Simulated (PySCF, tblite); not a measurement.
**C5H9NOSi: geometry, infrared bands and NMR shifts**

Aim: predict the infrared bands and NMR shifts of C5H9NOSi (`C=C[C@@H]1CC(=O)[SiH2]N1`).

Computed with tblite 0.8.0 and PySCF 2.14.0, with density-fitted response routines of our own, on a single molecule in the gas phase. Atoms are numbered from 0 throughout.

### 1 The starting structure

17 atoms, charge 0, multiplicity 1; geometry from: force field or distance geometry start.

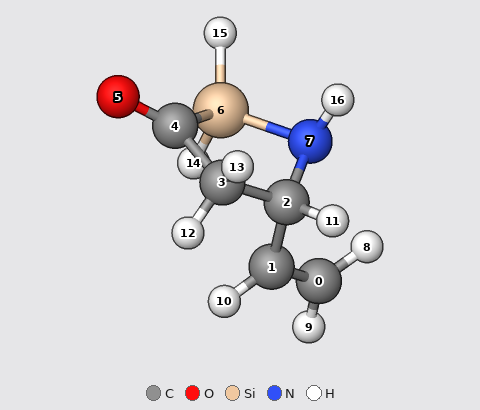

As it starts; carbon grey, oxygen red, silicon light orange, nitrogen blue, hydrogen white, atoms numbered; sticks join atoms by distance.

### 2 Relaxing the molecule with GFN2-xTB

Job settings and geometry (Å):

```
{"job": {"kind": "relax", "xc": "GFN2-xTB", "basis": "xTB"}, "charge": 0, "multiplicity": 1}
C      2.320300     0.742000     0.340100
C      1.410300    -0.117000    -0.166800
C      0.322600    -0.647900     0.718800
C     -0.772600    -1.329100    -0.025900
C     -1.845100    -0.362400    -0.365300
O     -2.894400    -0.572600    -0.969800
Si    -1.219400     1.262000     0.297000
N     -0.151700     0.444200     1.512300
H      2.281900     1.088500     1.365100
H      3.098800     1.119200    -0.280800
H      1.465400    -0.456400    -1.182300
H      0.812400    -1.422600     1.361300
H     -0.344900    -1.671000    -0.985400
H     -1.169200    -2.250200     0.462400
H     -0.387100     1.954600    -0.691000
H     -2.260200     2.070900     0.894400
H     -0.673900     0.159800     2.355400
```

The run is started by

```
$ OMP_NUM_THREADS=1 python probes_run.py task.json out
```

This one command runs all jobs of the session in turn.

Standard output:

```text
step      E/eV     max force
  0    -651.74367    2.446
  1    -651.92690    2.268
  2    -652.00986    0.756
  3    -652.04060    0.557
  4    -652.07501    0.536
  5    -652.09743    0.495
  6    -652.11999    0.421
  7    -652.13389    0.247
  8    -652.14304    0.237
  9    -652.14984    0.219
 10    -652.15568    0.208
 11    -652.16104    0.183
 12    -652.16652    0.171
 13    -652.17279    0.237
 14    -652.17918    0.242
 15    -652.18439    0.182
 16    -652.18869    0.169
 17    -652.19338    0.190
 18    -652.19921    0.237
 19    -652.20693    0.290
 20    -652.21719    0.312
 21    -652.23162    0.363
 22    -652.25307    0.432
 23    -652.28613    0.542
 24    -652.32653    0.663
 25    -652.37068    0.529
 26    -652.24497    2.769
 27    -652.40433    0.607
 28    -652.41759    0.345
 29    -652.44498    0.712
 30    -652.45828    0.456
 31    -652.47066    0.218
 32    -652.47824    0.162
 33    -652.48334    0.164
 34    -652.48782    0.144
 35    -652.49365    0.173
 36    -652.49802    0.121
 37    -652.50058    0.088
 38    -652.50166    0.108
 39    -652.50258    0.102
 40    -652.50348    0.075
 41    -652.50477    0.071
 42    -652.50522    0.065
 43    -652.50588    0.053
 44    -652.50628    0.052
 45    -652.50672    0.049
 46    -652.50707    0.051
 47    -652.50740    0.057
 48    -652.50768    0.044
 49    -652.50793    0.035
 50    -652.50812    0.030
 51    -652.50830    0.041
 52    -652.50849    0.043
 53    -652.50873    0.043
 54    -652.50903    0.042
 55    -652.50929    0.032
 56    -652.50947    0.030
 57    -652.50963    0.035
 58    -652.50985    0.039
 59    -652.51018    0.044
 60    -652.51059    0.051
 61    -652.51106    0.057
 62    -652.51162    0.064
 63    -652.51248    0.079
 64    -652.51402    0.102
 65    -652.51624    0.115
 66    -652.51868    0.130
 67    -652.52149    0.195
 68    -652.52333    0.241
 69    -652.52591    0.210
 70    -652.52838    0.149
 71    -652.53200    0.115
 72    -652.53382    0.147
 73    -652.53704    0.180
 74    -652.54106    0.167
 75    -652.54380    0.304
 76    -652.54897    0.242
 77    -652.55166    0.107
 78    -652.55437    0.136
 79    -652.55533    0.150
 80    -652.55695    0.117
 81    -652.55874    0.129
 82    -652.55963    0.141
 83    -652.56046    0.081
 84    -652.56164    0.108
 85    -652.56250    0.106
 86    -652.56369    0.100
 87    -652.56472    0.083
 88    -652.56551    0.062
 89    -652.56604    0.065
 90    -652.56660    0.072
 91    -652.56727    0.067
 92    -652.56805    0.094
 93    -652.56862    0.061
 94    -652.56915    0.104
 95    -652.56965    0.053
 96    -652.57017    0.059
 97    -652.57057    0.068
 98    -652.57099    0.059
 99    -652.57143    0.050
100    -652.57186    0.064
101    -652.57223    0.070
102    -652.57255    0.053
103    -652.57278    0.027
104    -652.57290    0.024
105    -652.57297    0.021
106    -652.57304    0.019
107    -652.57311    0.021
108    -652.57319    0.022
109    -652.57327    0.027
110    -652.57335    0.032
111    -652.57344    0.027
112    -652.57350    0.017
113    -652.57354    0.014
114    -652.57357    0.015
115    -652.57361    0.019
116    -652.57368    0.019
117    -652.57375    0.020
118    -652.57380    0.017
119    -652.57382    0.010
120    -652.57383    0.009
```

Wall time 1.5 s (1 thread of Arm Neoverse N1, shared host); peak memory 0.18 GiB.

The steps of the relaxation: (not every step is listed)

```tsv
step	energy from step 0 (eV)	largest force (eV/Å)
0	0.0000	2.4457
1	-0.1832	2.2677
2	-0.2662	0.7560
3	-0.2969	0.5575
4	-0.3313	0.5364
5	-0.3538	0.4945
6	-0.3763	0.4213
7	-0.3902	0.2474
8	-0.3994	0.2369
18	-0.4555	0.2375
28	-0.6739	0.3447
38	-0.7580	0.1080
48	-0.7640	0.0445
58	-0.7662	0.0391
68	-0.7797	0.2413
78	-0.8107	0.1360
88	-0.8218	0.0622
98	-0.8273	0.0592
108	-0.8295	0.0222
115	-0.8299	0.0194
116	-0.8300	0.0191
117	-0.8301	0.0197
118	-0.8301	0.0171
119	-0.8302	0.0100
120	-0.8302	0.0091
```

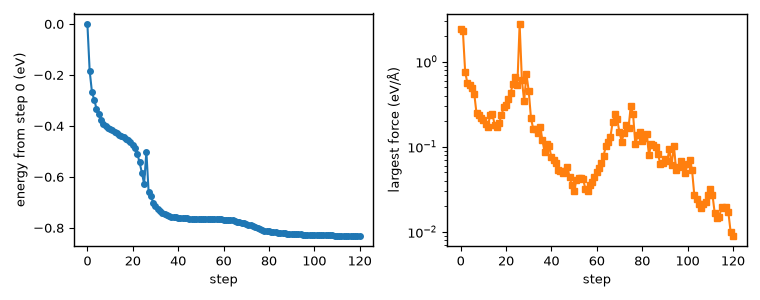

Energy and largest force along the relaxation.

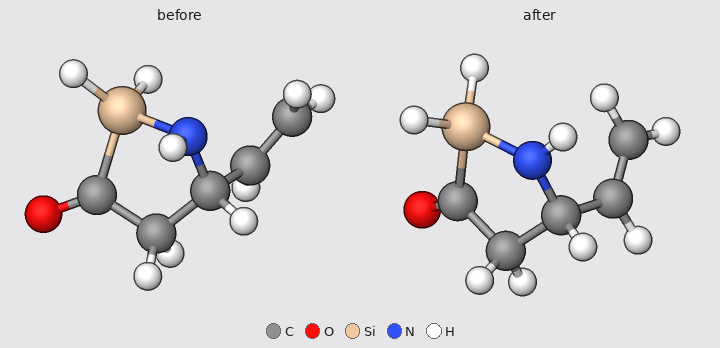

The geometry before (left) and after (right).

Close pairs (by a distance rule), those that changed most:

```tsv
bond	before (Å)	after (Å)	change (Å)
Si6–N7	1.813	1.715	-0.097
C4–Si6	1.862	1.914	+0.052
C2–C3	1.489	1.535	+0.046
C0–C1	1.350	1.318	-0.032
C3–C4	1.483	1.514	+0.031
N7–H16	1.032	1.006	-0.025
C4–O5	1.229	1.206	-0.023
C3–H13	1.115	1.093	-0.022
```

The final coordinates are the input of the step that follows.

### 3 Vibrational analysis with GFN2-xTB

Job settings and geometry (Å):

```
{"job": {"kind": "ir", "xc": "GFN2-xTB", "basis": "xTB"}, "charge": 0, "multiplicity": 1}
C      2.101048     0.717469    -0.063621
C      1.581035    -0.481903     0.107450
C      0.298690    -0.789113     0.838713
C     -0.757877    -1.293885    -0.153765
C     -1.521664    -0.098536    -0.683920
O     -2.072773    -0.081558    -1.756573
Si    -1.415559     1.283513     0.636628
N     -0.291962     0.341345     1.526983
H      1.630508     1.603482     0.328553
H      3.019239     0.865318    -0.605392
H      2.073262    -1.357179    -0.295706
H      0.517371    -1.575217     1.577221
H     -0.329785    -1.891456    -0.958650
H     -1.494931    -1.903400     0.375831
H     -0.955585     2.544293     0.048440
H     -2.641891     1.457332     1.412023
H      0.253876     0.671526     2.305338
```

Standard output:

```text
mode    cm-1     km/mol
  1      57.0      3.49
  2      89.5      0.10
  3     117.2      4.21
  4     275.5      0.49
  5     326.8      2.80
  6     327.2      0.37
  7     388.1     14.68
  8     391.6     15.23
  9     474.3     72.13
 10     496.0     51.81
 11     538.9     13.23
 12     561.6     49.69
 13     582.3     14.04
 14     631.3     27.85
 15     667.6    115.25
 16     752.7     22.36
 17     792.3     98.80
 18     812.4    108.51
 19     858.3     89.76
 20     897.0      6.00
 21     937.3     23.18
 22     990.2      4.70
 23    1022.3     21.22
 24    1032.7     26.05
 25    1072.3     23.85
 26    1118.7     24.70
 27    1152.0      0.42
 28    1197.4     73.20
 29    1265.5      5.85
 30    1289.1      3.21
 31    1298.6     43.38
 32    1325.2     30.07
 33    1407.2      0.51
 34    1425.5     10.92
 35    1717.1      8.38
 36    1765.5    288.96
 37    2230.6    365.38
 38    2277.9    223.02
 39    2855.5     62.05
 40    2956.1     15.01
 41    2996.2     16.51
 42    3056.4     34.78
 43    3106.8     15.96
 44    3130.0     46.54
 45    3480.0      0.98
```

Run time: 1 s. Hardware: 1 thread of Arm Neoverse N1, shared host; peak memory 0.18 GiB.

The strongest bands and the atoms that carry them (share of the mass-weighted mode):

```tsv
cm⁻¹	km/mol	atoms
668	115.2	H14 25 %, H15 23 %, Si6 19 %
792	98.8	H15 25 %, H14 23 %, N7 11 %
812	108.5	H14 23 %, H15 19 %, C3 14 %, H13 11 %
858	89.8	N7 28 %, Si6 24 %
1197	73.2	C2 21 %, H11 18 %, H13 13 %, C3 13 %
1766	289.0	C4 61 %, O5 38 %
2231	365.4	H14 87 %
2278	223.0	H15 88 %
```

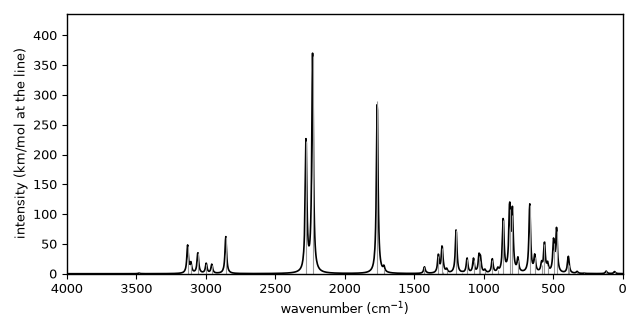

The infrared spectrum from these modes, unscaled. Lines are broadened to a width of 14 cm⁻¹ (Lorentzian).

### 4 Nuclear shieldings: PBE0/pcSseg-1

Settings changed since step 3:

```diff
@@ -1,2 +1,2 @@
-{"job": {"kind": "ir", "xc": "GFN2-xTB", "basis": "xTB"}, "charge": 0, "multiplicity": 1}
+{"job": {"kind": "nmr", "xc": "PBE0", "basis": "pcSseg-1"}, "charge": 0, "multiplicity": 1}
 C      2.101048     0.717469    -0.063621
```

Level: GIAO PBE0/pcSseg-1 NMR shielding, non-relativistic, gas phase.

Standard output:

```text
coarse grid: 14784 points
cycle   1  E = -614.6472714159  dE =  1.198e+00  |g| = 8.169e-01  |ddm| = 3.830e+00
cycle   2  E = -614.2711546679  dE =  3.761e-01  |g| = 1.606e+00  |ddm| = 2.081e+00
cycle   3  E = -614.7772735801  dE = -5.061e-01  |g| = 2.099e-01  |ddm| = 1.579e+00
cycle   4  E = -614.7861459162  dE = -8.872e-03  |g| = 7.608e-02  |ddm| = 2.373e-01
cycle   5  E = -614.7872596382  dE = -1.114e-03  |g| = 2.298e-02  |ddm| = 8.254e-02
cycle   6  E = -614.7873716289  dE = -1.120e-04  |g| = 5.547e-03  |ddm| = 2.414e-02
cycle   7  E = -614.7873781109  dE = -6.482e-06  |g| = 1.369e-03  |ddm| = 6.478e-03
final grid: 138520 points
cycle   8  E = -614.8436095385  dE = -1.252e-05  |g| = 1.396e-02  |ddm| = 3.015e-02
cycle   9  E = -614.8434990061  dE =  1.105e-04  |g| = 2.778e-02  |ddm| = 2.993e-02
cycle  10  E = -614.8436475953  dE = -1.486e-04  |g| = 2.462e-03  |ddm| = 2.075e-02
cycle  11  E = -614.8436489253  dE = -1.330e-06  |g| = 3.015e-04  |ddm| = 2.077e-03
cycle  12  E = -614.8436489400  dE = -1.472e-08  |g| = 1.524e-04  |ddm| = 4.248e-04
cycle  13  E = -614.8436489450  dE = -5.020e-09  |g| = 2.866e-05  |ddm| = 1.608e-04
cycle  14  E = -614.8436489452  dE = -1.619e-10  |g| = 1.132e-05  |ddm| = 4.110e-05
converged SCF energy = -614.8436489452

GIAO shielding tensors (ppm)
atom      isotropic    diamagn.    paramagn.     s11        s22        s33       span
  0 C       69.183     255.014    -185.830    -43.502     74.675    176.376    219.878
  1 C       33.155     257.617    -224.462    -88.472     42.871    145.067    233.539
  2 C      128.398     244.564    -116.166    115.068    122.942    147.184     32.116
  3 C      131.951     252.651    -120.699    109.749    130.555    155.550     45.800
  4 C      -64.748     251.639    -316.387   -157.928   -108.207     71.892    229.819
  5 O     -534.629     397.711    -932.341  -1475.684   -507.668    379.464   1855.148
  6 Si     422.353     880.081    -457.727    338.906    437.625    490.529    151.623
  7 N      229.880     324.036     -94.156    202.109    217.706    269.824     67.715
  8 H       26.170      32.743      -6.573     22.942     24.750     30.819      7.877
  9 H       26.252      29.142      -2.889     23.983     25.270     29.504      5.521
 10 H       25.442      31.903      -6.461     24.009     24.286     28.031      4.022
 11 H       27.227      30.688      -3.461     22.774     25.905     33.003     10.229
 12 H       29.457      31.703      -2.247     25.967     29.235     33.167      7.200
 13 H       29.157      30.377      -1.220     25.609     27.026     34.835      9.225
 14 H       27.134      29.344      -2.210     22.814     25.624     32.963     10.149
 15 H       26.953      28.489      -1.536     22.503     25.211     33.145     10.642
 16 H       30.706      32.749      -2.043     23.257     27.993     40.868     17.612
```

It took 57 s on 1 thread of Arm Neoverse N1, shared host; peak memory 0.85 GiB.

The references, computed at this level on geometries of the same kind, shield at (ppm): 1H TMS 31.72, 13C TMS 186.9, 29Si TMS 349.2, 15N NH3 267.7, 17O H2O 336.1. Their shielding less the atom's gives the shift. The references are single molecules in the gas phase, so shifts against H2O, NH3, PH3, H3PO4 or CFCl3 are not on the usual liquid scales and can be off by tens of ppm.

```tsv
atoms	environment	σ (ppm)	δ (ppm)	δ scaled to CDCl3
C4	carbonyl carbon	-64.7	251.7	243.7
C1	alkene CH	33.2	153.8	148.2
C0	terminal =CH2 carbon	69.2	117.7	113.0
C2	allylic sp3 CH bonded to N	128.4	58.5	55.2
C3	sp3 CH2 α to a carbonyl	132.0	55.0	51.7
H10	hydrogen on an alkene CH	25.44	6.28	6.02
H8	hydrogen on a terminal =CH2 carbon	26.17	5.55	5.33
H9	hydrogen on a terminal =CH2 carbon	26.25	5.46	5.26
H15	hydrogen on a silicon bonded to C, N, in a 5-membered ring	26.95	4.76	–
H14	hydrogen on a silicon bonded to C, N, in a 5-membered ring	27.13	4.58	–
H11	hydrogen on an allylic sp3 CH bonded to N	27.23	4.49	4.34
H13	hydrogen on an sp3 CH2 α to a carbonyl	29.16	2.56	2.52
H12	hydrogen on an sp3 CH2 α to a carbonyl	29.46	2.26	2.24
H16	hydrogen on a nitrogen bonded to C, Si, in a 5-membered ring	30.71	1.01	–
O5	carbonyl oxygen	-534.6	870.7	–
Si6	silicon bonded to C, N, 2 H, in a 5-membered ring	422.4	-73.2	–
N7	nitrogen bonded to C, Si, H, in a 5-membered ring	229.9	37.8	–
```

The scaled column applies a straight-line fit of computed shieldings to shifts measured in CDCl3 (root-mean-square error 0.16 ppm for H, 1.9 ppm for C).

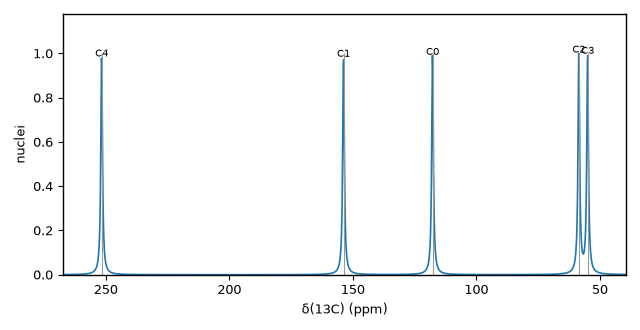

13C lines at the computed shifts, without couplings. Lines are broadened to a width of 0.79 ppm (Lorentzian).

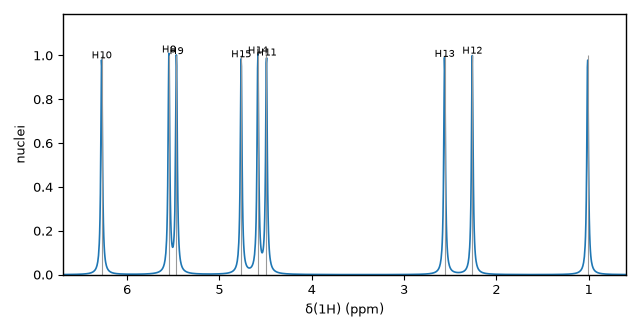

1H lines at the computed shifts, without couplings. Lines are broadened to a width of 0.02 ppm (Lorentzian).

The run also stored atomic charges by several schemes (e):

```tsv
atoms	Mulliken	IAO	Hirshfeld	ESP fit
C0	-0.14	-0.32	-0.11	-0.48
C1	-0.19	-0.16	-0.05	-0.06
C2	-0.02	0.00	0.02	0.07
C3	-0.18	-0.32	-0.08	-0.26
C4	0.01	0.15	0.08	0.47
O5	-0.34	-0.38	-0.23	-0.48
Si6	0.72	0.81	0.36	0.46
N7	-0.65	-0.68	-0.24	-0.71
```

Mulliken charges:

C0 -0.14; C1 -0.19; C2 -0.02; C3 -0.18; C4 0.01; O5 -0.34; Si6 0.72; N7 -0.65; H8 0.11; H9 0.12; H10 0.10; H11 0.13; H12 0.14; H13 0.16; H14 -0.09; H15 -0.09; H16 0.19

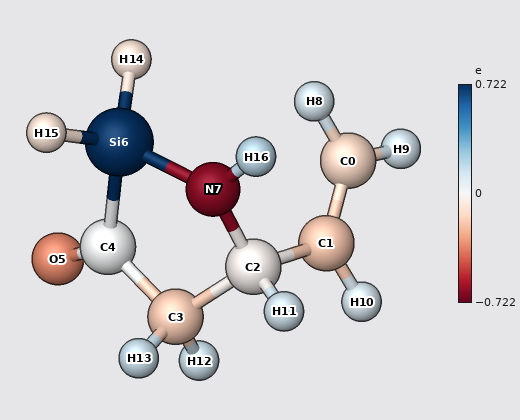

Mulliken charges, as colours on the atoms.

Mayer bond orders: C0–C1 1.99, C1–C2 0.99, C2–C3 1.01, C3–C4 0.93, C4–O5 1.98, C4–Si6 0.83, Si6–N7 1.00, N7–C2 0.95.

Ring of atoms C2, C3, C4, Si6, N7: NICS(0) 0.7, NICS(1) -1.5, NICS(1)zz -2.6 ppm (means of both faces).

### 5 What came out

| quantity | value |
| --- | --- |
| strongest single infrared mode (GFN2-xTB) | 2231 cm⁻¹, 365 km/mol |
| zero-point energy (GFN2-xTB) | 80.3 kcal/mol |
| 13C shifts against TMS (PBE0/pcSseg-1) | 251.7, 153.8, 117.7, 58.5, 55.0 ppm |
| 1H shifts against TMS (PBE0/pcSseg-1) | 6.28, 5.55, 5.46, 4.76, 4.58, 4.49, 2.56, 2.26, 1.01 ppm |
| 17O shifts against H2O (PBE0/pcSseg-1) | 870.7 ppm |
| 29Si shifts against TMS (PBE0/pcSseg-1) | -73.2 ppm |
| 15N shifts against NH3 (PBE0/pcSseg-1) | 37.8 ppm |

Over 120 steps the energy fell by 0.830 eV; of the close pairs, Si6–N7 changed most, 1.813 to 1.715 Å. No mode is imaginary among the 45: a minimum at this level. The strongest single mode, at 2231 cm⁻¹, moves mainly H14. GFN2-xTB is a fitted tight-binding method: band positions and strengths are rough. Its intensities can rank the bands wrongly. The most deshielded hydrogen is H10 (hydrogen on an alkene CH), at 6.28 ppm: a vinylic proton, deshielded by the sp2 carbon and the C=C anisotropy. At PBE0/pcSseg-1: Shielding is most anisotropic at O5 (span 1855 ppm, paramagnetic term -932 ppm).
